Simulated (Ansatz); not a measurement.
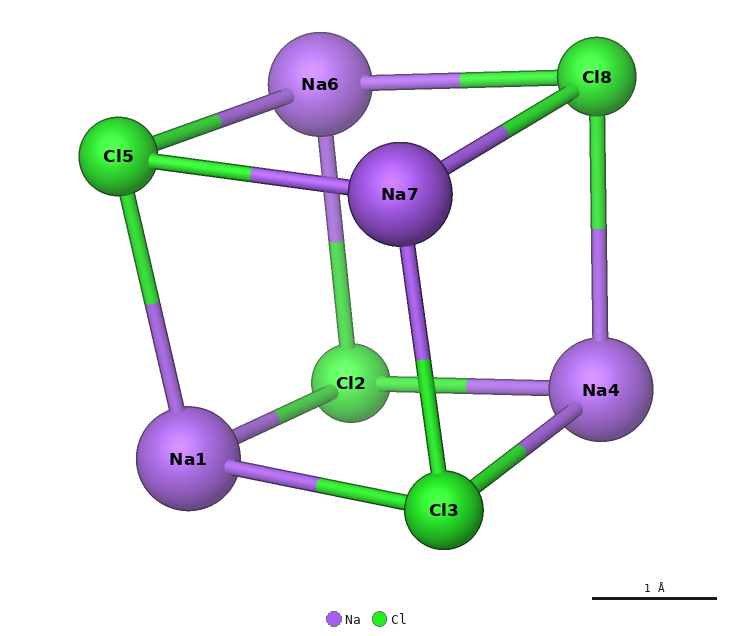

Figure made from data computed with Ansatz.

Orthographic view. Atoms fade into the background with distance from the viewer. Geometry: a fixed input geometry, not necessarily a minimum.

Write the connection table.

Na1: Cl2, Cl3, Cl5
Cl2: Na1, Na4, Na6
Cl3: Na1, Na4, Na7
Na4: Cl2, Cl3, Cl8
Cl5: Na1, Na6, Na7
Na6: Cl2, Cl5, Cl8
Na7: Cl3, Cl5, Cl8
Cl8: Na4, Na6, Na7
